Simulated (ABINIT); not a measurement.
# Beyond one shot: BN (Qingsongite), part 3 of 3

Wanted: G0W0 and self-consistent gaps of BN (Qingsongite), with the cost of the cycles.

ABINIT 10.8.3; PBE and many-body steps on it, plane waves. Known limits of the many-body steps: not at the basis limit; coarse k mesh.

So far. Step 10 (evGW, cycle 1): Against G0W0 in ABINIT (6×6×6 mesh, 91 bands, screening to 261.2 eV, Godby-Needs plasmon pole), the gap moves by +0.548 eV. Step 13 (evGW, cycle 2): Against the cycle before, the gap moves by +0.037 eV.

**14. Screening, 6×6×6 mesh, 91 bands, screening to 261.2 eV**

This step: RPA screening on PBE, plane waves, norm-conserving pseudopotentials.

Input file run.abi:

```
acell 3*1.0 Angstrom
rprim 
  -0.000000000000 1.807500000000 1.807500000000
  1.807500000000 0.000000000000 1.807500000000
  1.807500000000 1.807500000000 -0.000000000000
ntypat 2
znucl 5 7
natom 2
typat 1 2
xred 
  0.000000000000 0.000000000000 0.000000000000
  0.250000000000 0.250000000000 0.250000000000
pp_dirpath "pseudos"
pseudos "B.upf, N.upf"
ecut 36
ngkpt 6 6 6
nshiftk 1
shiftk 0 0 0
kptopt 1
chksymbreak 0
istwfk *1
occopt 1
irdwfk 1
optdriver 3
nband 91
ecuteps 9.6
inclvkb 2
awtr 1
symchi 1
gwcalctyp 10
mbpt_sciss 2.850 eV
nqptdm 1
qptdm 
  0 0 0
indata_prefix "in"
outdata_prefix "out"
tmpdata_prefix "tmp"
```

Command:

```sh
$ OMP_NUM_THREADS=1 mpirun -n 4 abinit run.abi > log
```

Output:

```text
.Version 10.8.3 of ABINIT. v10.8.2 released Aug 2026.

 Symmetries : space group F-4 3 m (#216); Bravais cF (face-center cubic)
[... echo of the input left out ...]
== DATASET  1 ==================================================================
-   mpi_nproc: 4, omp_nthreads: 1 (-1 if OMP is not activated)

--- !DatasetInfo
iteration_state: {dtset: 1, }
dimensions: {natom: 2, nkpt: 16, mband: 91, nsppol: 1, nspinor: 1, nspden: 1, mpw: 869, }
cutoff_energies: {ecut:  36.0, pawecutdg:  -1.0, }
[...]
[... chi0 elements left out ...]
 For q-point:  0.000010 0.000020 0.000030
  dielectric constant =   3.8069
  dielectric constant without local fields =   4.0618

  Average fulfillment of the sum rule on Im[epsilon] for q-point    1 :     96.75  [%]
[... wings left out ...]
== END DATASET(S) ==============================================================
================================================================================

 -outvars: echo values of variables after computation  --------
           etotal      0.0000000000E+00
            nband          91
             nkpt          16
          spgroup         216
 [... the other variables as echoed above ...]

 Calculation completed.
```

The job ended after 1.8 s (4 MPI ranks of Intel Xeon 6975P-C (Granite Rapids), shared host; peak memory 0.13 GiB; 6.1 s of CPU time).

This step gave:

| Quantity | Value |
| --- | --- |
| ε∞ with local fields, on this mesh, along the program's q direction | 3.807 |
| the same without local fields | 4.062 |
| plasma frequency | 30.56 eV |
| plane waves in the screening matrix | 113 |

This screening uses the functional's bands under a rigid shift, the mean opening of the cycle before.

**15. Screening, 6×6×6 mesh, 91 bands, screening to 261.2 eV**

This step: RPA screening on PBE from quasiparticle energies, plane waves, norm-conserving pseudopotentials.

Edit run.abi of step 14 so:

```diff
@@ -29,7 +29,21 @@
 symchi 1
+irdqps 1
 gwcalctyp 10
-mbpt_sciss 2.850 eV
-nqptdm 1
+nqptdm 15
 qptdm 
-  0 0 0
+  0.1666666667 0.0000000000 0.0000000000
+  0.3333333333 0.0000000000 0.0000000000
+  0.5000000000 0.0000000000 0.0000000000
+  0.1666666667 0.1666666667 0.0000000000
+  0.3333333333 0.1666666667 0.0000000000
+  0.5000000000 0.1666666667 0.0000000000
+  -0.3333333333 0.1666666667 0.0000000000
+  -0.1666666667 0.1666666667 0.0000000000
+  0.3333333333 0.3333333333 0.0000000000
+  0.5000000000 0.3333333333 0.0000000000
+  -0.3333333333 0.3333333333 0.0000000000
+  0.5000000000 0.5000000000 0.0000000000
+  0.5000000000 0.3333333333 0.1666666667
+  -0.3333333333 0.3333333333 0.1666666667
+  -0.3333333333 0.5000000000 0.1666666667
 indata_prefix "in"
```

Input file mrgscr.stdin:

```
2
merged
q0_SCR
out_SCR
1
```

Command:

```sh
$ OMP_NUM_THREADS=1 mpirun -n 4 abinit run.abi > log; mrgscr < mrgscr.stdin
```

Output:

```text
.Version 10.8.3 of ABINIT. v10.8.2 released Aug 2026.

 Symmetries : space group F-4 3 m (#216); Bravais cF (face-center cubic)
[... echo of the input left out ...]
== DATASET  1 ==================================================================
-   mpi_nproc: 4, omp_nthreads: 1 (-1 if OMP is not activated)

--- !DatasetInfo
iteration_state: {dtset: 1, }
dimensions: {natom: 2, nkpt: 16, mband: 91, nsppol: 1, nspinor: 1, nspden: 1, mpw: 869, }
cutoff_energies: {ecut:  36.0, pawecutdg:  -1.0, }
[...]
q-point number  1        q = ( 0.166667, 0.000000, 0.000000) [r.l.u.]
--------------------------------------------------------------------------------
[... chi0 elements left out ...]
  Average fulfillment of the sum rule on Im[epsilon] for q-point    2 :    112.13  [%]

--------------------------------------------------------------------------------
  q-point number  2        q = ( 0.333333, 0.000000, 0.000000) [r.l.u.]
--------------------------------------------------------------------------------
[... chi0 elements left out ...]
  Average fulfillment of the sum rule on Im[epsilon] for q-point    3 :    105.46  [%]

 [... 13 further q-points ...]
```

It took 9 s on 4 MPI ranks; peak memory 0.53 GiB.

This step gave:

```yaml
plasma_frequency: 30.56 eV
plane_waves_in_the_screening_matrix: 113
```

This screening reads the quasiparticle levels of the cycle before.

**16. evGW, cycle 3**

This step: evGW on PBE, plane waves, norm-conserving pseudopotentials.

Edit run.abi of step 15 so:

```diff
@@ -23,12 +23,10 @@
 irdwfk 1
-optdriver 3
+optdriver 4
 nband 91
-ecuteps 9.6
-inclvkb 2
-awtr 1
-symchi 1
-irdqps 1
 gwcalctyp 10
-nqptdm 15
-qptdm 
+ecutsigx 36
+symsigma 1
+nkptgw 16
+kptgw 
+  0.0000000000 0.0000000000 0.0000000000
   0.1666666667 0.0000000000 0.0000000000
@@ -48,2 +46,23 @@
   -0.3333333333 0.5000000000 0.1666666667
+bdgw 
+  1 8
+  1 8
+  1 8
+  1 8
+  1 8
+  1 8
+  1 8
+  1 8
+  1 8
+  1 8
+  1 8
+  1 8
+  1 8
+  1 8
+  1 8
+  1 8
+ecuteps 9.6
+irdscr 1
+ppmodel 1
+irdqps 1
 indata_prefix "in"
```

Command:

```sh
$ OMP_NUM_THREADS=1 mpirun -n 4 abinit run.abi > log
```

Output:

```text
.Version 10.8.3 of ABINIT. v10.8.2 released Aug 2026.

 Symmetries : space group F-4 3 m (#216); Bravais cF (face-center cubic)
[... echo of the input left out ...]
== DATASET  1 ==================================================================
-   mpi_nproc: 4, omp_nthreads: 1 (-1 if OMP is not activated)

--- !DatasetInfo
iteration_state: {dtset: 1, }
dimensions: {natom: 2, nkpt: 16, mband: 91, nsppol: 1, nspinor: 1, nspden: 1, mpw: 869, }
cutoff_energies: {ecut:  36.0, pawecutdg:  -1.0, }
[...]
.  kptgw no:  3; Maximum DeltaE = (  -0.010   0.027) for band index:  1
[...]
.  kptgw no: 15; Maximum DeltaE = (  -0.005  -0.000) for band index:  8
.  kptgw no: 16; Maximum DeltaE = (  -0.004   0.003) for band index:  1

== END DATASET(S) ==============================================================
================================================================================

 -outvars: echo values of variables after computation  --------
           etotal      0.0000000000E+00
            nband          91
             nkpt          16
          spgroup         216
 [... the other variables as echoed above ...]

 Calculation completed.
```

Run time: 98 s. Hardware: 4 MPI ranks; peak memory 0.61 GiB.

This step gave:

```
quasiparticle gap on the mesh                         : 6.626 eV
gap of the density functional on the mesh             : 4.535 eV
k of the valence top                                  : 0, 0, 0
k of the conduction bottom                            : 0.5, 0.5, 0
least direct quasiparticle gap on the computed points : 11.65 eV
```

Against the cycle before, the gap moves by +0.003 eV.

**17. The runs together**

Times are wall times on 4 MPI ranks of Intel Xeon 6975P-C (Granite Rapids), shared host, good to a factor of about two. A run's time includes the screening step that it read.

```csv
run,mesh,bands,screening cutoff (eV),DFT gap (eV),gap on the mesh (eV),direct (eV),ε∞ used,time
G0W0,6×6×6,91,261.2,4.535,6.038,10.949,4.39,12 s
"evGW0, cycle 1",6×6×6,91,261.2,4.535,6.331,11.358,4.39,1.8 min
"evGW0, cycle 2",6×6×6,91,261.2,4.535,6.253,11.218,4.39,1.8 min
"evGW0, cycle 3",6×6×6,91,261.2,4.535,6.254,11.224,4.39,1.8 min
"evGW, cycle 1",6×6×6,91,261.2,4.535,6.586,11.604,3.88,1.8 min
"evGW, cycle 2",6×6×6,91,261.2,4.535,6.623,11.646,3.81,1.8 min
"evGW, cycle 3",6×6×6,91,261.2,4.535,6.626,11.650,3.81,1.8 min
```

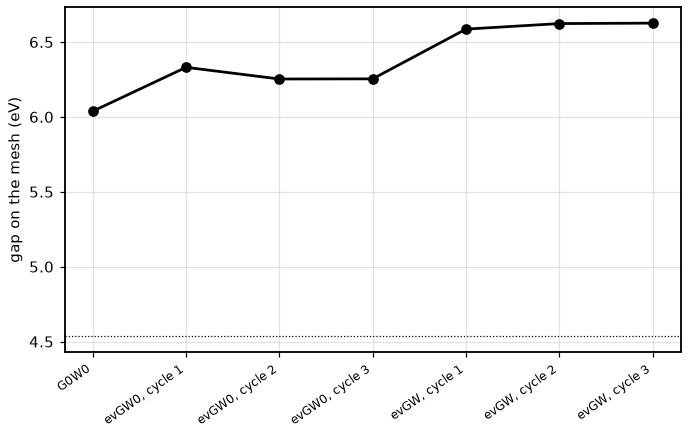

The gap through the cycles; the dotted line is the starting gap.

**18. Summary of results**

- G0W0: 6.038 eV
- evGW0, cycle 1: 6.331 eV
- evGW0, cycle 2: 6.253 eV
- evGW0, cycle 3: 6.254 eV
- evGW, cycle 1: 6.586 eV
- evGW, cycle 2: 6.623 eV
- evGW, cycle 3: 6.626 eV
- known limits: not at the basis limit; coarse k mesh

In words: Only the bands that the input lists are updated; the others, empty or deep, keep the functional's energies or take a rigid shift. The evGW loop starts from the last levels of evGW0, so its cycles and time come on top of those. evGW0 ends at 6.25 eV, +0.22 eV from G0W0, after 3 cycles that took 4.9 min beside the first screening; the last moved the gap by 0.001 eV. evGW ends at 6.63 eV, +0.59 eV from G0W0, after 3 cycles that took 5.4 min beside the first screening; the last moved the gap by 0.003 eV. The first cycle of evGW0 takes the full correction, without the factor Z, so it overshoots the one-shot value. Bands and cutoff are finite, so the gap is not at the basis limit. The miss can reach some tenths of an eV and take either sign; the mesh is an error of its own. The 6×6×6 mesh is coarse for this cell, which bears on the long-range parts of exchange and screening. In the updated screening the q = 0 part is built from Kohn-Sham bands under a rigid shift, the other q from the quasiparticle levels.

[Paths, hosts, dates, memory and timing lines, banners, echoed tables and standing remarks are left out of the program output.]

[Logs are printed without paths, hosts, clocks, repeated set-up lines and the standing remarks that a program may print on its own settings, such as how far it seeks lower states.]

[Runs of the session that timed out or met a known fault of the program may be left out.]

[Hosts, paths, dates, database ids (printed as entryN), source tags and the programs' standing remarks are cut or masked in the printed files.]

[G0W0 gaps are taken among the corrected bands and points alone; a level outside them can change the order at an edge.]

[Where Ansatz stands beside ABINIT at settings called matched, ABINIT's density can come from a denser mesh and the files from another edition; pairs whose starting gaps differed by over 0.03 eV were left out, so agreement reads better than it is.]
